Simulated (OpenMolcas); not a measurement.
**Multiconfigurational calculation: Pm³⁺ complex (part 2 of 2)**

Continued. System: Pm³⁺ with 6 ligands (Cl; octahedron, 2.73 Å), neutralised by 6 outer point charges of +0.5 e, whose field is part of the energies. Method: state-averaged CASSCF, active space 4 electrons in the shell 4f, basis ANO-RCC-VDZP on the metal and ANO-RCC-VDZP on the ligands, DKH2 scalar Hamiltonian, spin-orbit coupling by RASSI with atomic mean-field integrals (OpenMolcas).

### The program's output (extracts), continued
```
--- RASSI ---
SPIN-FREE ENERGIES:
  (Shifted by EMIN (a.u.) =     -12779.0135700760)

 SF State       Relative EMIN(au)   Rel lowest level(eV)    D:o, cm**(-1)

     1             0.0000000000        0.0000000000              0.0000
     2             0.0000000000        0.0000000000              0.0000
     3             0.0000000000        0.0000000000              0.0000
     4             0.0000857086        0.0023322500             18.8109
     5             0.0002016453        0.0054870484             44.2560
     6             0.0002016453        0.0054870484             44.2560
     7             0.0002016453        0.0054870484             44.2560
     8             0.0009577724        0.0260623136            210.2067
     9             0.0009577724        0.0260623136            210.2067
    10             0.0012574496        0.0342169477            275.9783
    11             0.0012574496        0.0342169477            275.9783
    12             0.0012574496        0.0342169477            275.9783
    13             0.0016326123        0.0444256444            358.3170
    14             0.0681315926        1.8539550831          14953.1562
    15             0.0686479430        1.8680056914          15066.4820
    16             0.0686479430        1.8680056914          15066.4820
    17             0.0686479430        1.8680056914          15066.4820
    18             0.0689405157        1.8759669999          15130.6943
    19             0.0696616313        1.8955895559          15288.9609
    20             0.0696616313        1.8955895559          15288.9609
    21             0.0696616313        1.8955895559          15288.9609
    33             0.0819488444        2.2299416579          17985.6924
    34             0.0819488444        2.2299416579          17985.6924
    35             0.0819488444        2.2299416579          17985.6924
    36             0.0820041586        2.2314468326          17997.8325
    37             0.0820041586        2.2314468326          17997.8325
    38             0.0820041586        2.2314468326          17997.8325
    39             0.0821265762        2.2347779865          18024.7000
    40             0.0822769156        2.2388689301          18057.6957
    41             0.0822769156        2.2388689301          18057.6957
    42             0.0822769156        2.2388689301          18057.6957
    43             0.0823167871        2.2399538890          18066.4465
    44             0.0823167871        2.2399538890          18066.4465
    45             0.0823465453        2.2407636511          18072.9777
    46             0.0823465453        2.2407636511          18072.9777
    47             0.0823465453        2.2407636511          18072.9777
    48             0.1040889315        2.8324041189          22844.8799
    49             0.1040889315        2.8324041189          22844.8799
    50             0.1040889315        2.8324041189          22844.8799
    51             0.1042193895        2.8359540630          22873.5121
Eigenvalues of complex Hamiltonian:
   -----------------------------------
  (Shifted by EMIN (a.u.) =     -12779.0135700760)

 SO State       Relative EMIN(au)   Rel lowest level(eV)    D:o, cm**(-1)

     1            -0.0194575783        0.0000000002              0.0000
     2            -0.0194575783        0.0000000000              0.0000
     3            -0.0194575783        0.0000000000              0.0000
     4            -0.0188331528        0.0169914815            137.0455
     5            -0.0187746702        0.0185828750            149.8810
     6            -0.0187746702        0.0185828747            149.8810
     7            -0.0187746702        0.0185828749            149.8810
     8            -0.0187154390        0.0201946376            162.8807
     9            -0.0187154390        0.0201946372            162.8807
    10            -0.0120524839        0.2015028840           1625.2304
    11            -0.0120524839        0.2015028841           1625.2304
    12            -0.0120524839        0.2015028841           1625.2304
    13            -0.0119738812        0.2036417703           1642.4816
    14            -0.0119738812        0.2036417702           1642.4816
    15            -0.0118792778        0.2062160620           1663.2447
    16            -0.0118792778        0.2062160621           1663.2447
    17            -0.0118792778        0.2062160620           1663.2447
    18            -0.0116651339        0.2120432137           1710.2439
    19            -0.0116651339        0.2120432137           1710.2439
    20            -0.0116651339        0.2120432138           1710.2439
    21            -0.0042131999        0.4148206683           3345.7543
    22            -0.0041519394        0.4164876507           3359.1994
    23            -0.0041519394        0.4164876508           3359.1994
    24            -0.0041519394        0.4164876507           3359.1994
    25            -0.0040859543        0.4182831958           3373.6815
    26            -0.0040859543        0.4182831959           3373.6815
    27            -0.0040859543        0.4182831959           3373.6815
    28            -0.0039972740        0.4206963097           3393.1446
    29            -0.0038396738        0.4249848316           3427.7338
    30            -0.0038396738        0.4249848315           3427.7338
    31            -0.0038396738        0.4249848315           3427.7338
    32            -0.0038198921        0.4255231193           3432.0754
    33            -0.0038198921        0.4255231190           3432.0754
    34             0.0041662703        0.6428376683           5184.8355
    35             0.0041662703        0.6428376682           5184.8355
    36             0.0041662703        0.6428376684           5184.8355
    37             0.0042726861        0.6457333894           5208.1910
    38             0.0042726861        0.6457333893           5208.1910
    39             0.0043042235        0.6465915647           5215.1127
    40             0.0043042235        0.6465915647           5215.1127
    41             0.0043042235        0.6465915646           5215.1127
Weights of the five most important spin-orbit-free states for each spin-orbit state.

 SO State  Total energy (au)           Spin-free states, spin, and weights
 -------------------------------------------------------------------------------------------------------
    1        -0.019458       3 2.0  0.1781    4 2.0  0.1637    7 2.0  0.1607    5 2.0  0.1422    6 2.0  0.1247
    2        -0.019458       5 2.0  0.1973    2 2.0  0.1695    4 2.0  0.1637    6 2.0  0.1345    3 2.0  0.1066
    3        -0.019458       1 2.0  0.1993    7 2.0  0.1712    6 2.0  0.1683    4 2.0  0.1637    5 2.0  0.0881
    4        -0.018833       8 2.0  0.1995    9 2.0  0.1995    1 2.0  0.1075    3 2.0  0.1075    2 2.0  0.1075
    5        -0.018775      12 2.0  0.2115    9 2.0  0.1736    3 2.0  0.1115    2 2.0  0.1112   13 2.0  0.0997
    6        -0.018775      10 2.0  0.2468    9 2.0  0.1307    1 2.0  0.1131    2 2.0  0.1081   13 2.0  0.0997
    7        -0.018775       8 2.0  0.1990   11 2.0  0.1913    3 2.0  0.1097    1 2.0  0.1096   13 2.0  0.0997
    8        -0.018715      12 2.0  0.1594   11 2.0  0.1520   13 2.0  0.1340    4 2.0  0.1191    6 2.0  0.0990
    9        -0.018715      10 2.0  0.2046   13 2.0  0.1340    4 2.0  0.1191    5 2.0  0.0940    7 2.0  0.0907
   10        -0.012052      12 2.0  0.1636    6 2.0  0.1558    3 2.0  0.1518    2 2.0  0.1488    5 2.0  0.1086
   11        -0.012052      10 2.0  0.1614    2 2.0  0.1559    1 2.0  0.1509    7 2.0  0.1140    6 2.0  0.1087
   12        -0.012052       3 2.0  0.1551    7 2.0  0.1504    1 2.0  0.1496   11 2.0  0.1435    5 2.0  0.1141
```

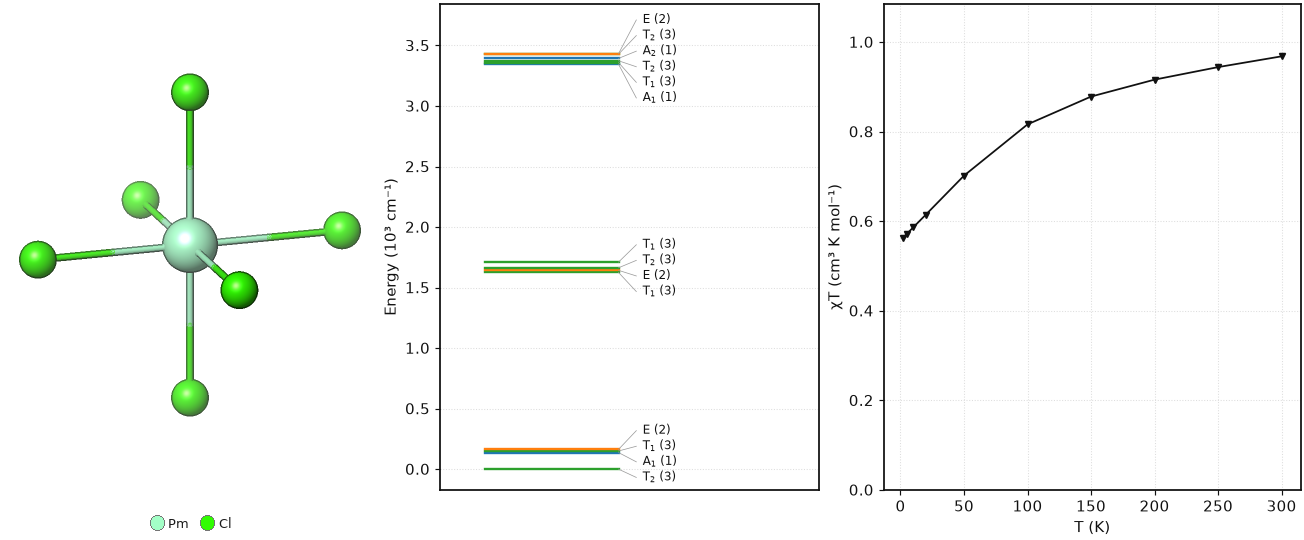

*Pm³⁺ (4f⁴) with 6 ligands, Cl⁻, at 2.73 Å (arrangement: octahedron, Oh), neutralised by outer point charges of +0.5 e, and its levels and susceptibility. Labels give the representation in O, Td, D4 or D3 as the site allows (double group for half-integer spin) where it could be assigned and, in brackets, the degeneracy; spin-free states, where drawn, share the zero of the spin-orbit levels. Powder susceptibility by Van Vleck's formula.*

The ground level is T₂, 3-fold degenerate, 98 % from states of spin multiplicity 5 (of the 210 states of multiplicity 3, 106 enter the spin-orbit step), effective J = 4.00, with |mJ| = 3 the largest share (58 %). The next level lies at 137 cm⁻¹ (A₁). The lowest J multiplet spreads over 163 cm⁻¹. χT is 0.563 cm³ K mol⁻¹ at 2 K and 0.968 at 300 K, an effective moment of 2.78 μB. The active orbitals hold 100 % metal character (Löwdin), and the Mulliken charge of the metal is +2.07.

Outcome of the run: converged.
